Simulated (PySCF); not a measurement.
SMILES [SH][InH][SH] (H3InS2) at its PBE0/def2-SVP optimised geometry (Å):

```
6

In    -0.1488     0.3997     0.0000
H     -1.1070     1.8248     0.0000
S      2.2538     0.3997     0.0000
H      2.3367     1.7491     0.0015
S     -1.0557    -1.8248     0.0009
H     -2.3367    -1.3927    -0.0047
```

Calculation: PBE0/def2-TZVP, def2 effective core potentials past Kr run with PySCF 2.14.0. The core electrons that the potentials of In replace are not part of the density. Cells within 0.4 Å of a nucleus heavier than hydrogen are left out (blank, or x).

Map of the Laplacian of the electron density (e/bohr⁵), clipped to [-1.50, 1.50] on the plane z = 0.0 Å:

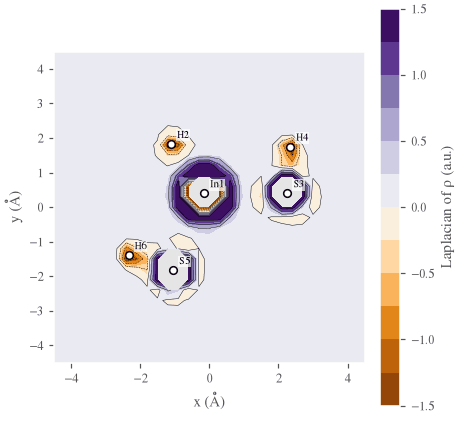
Figure. Laplacian of the electron density (e/bohr⁵), clipped to [-1.50, 1.50] on the plane z = 0.0 Å.
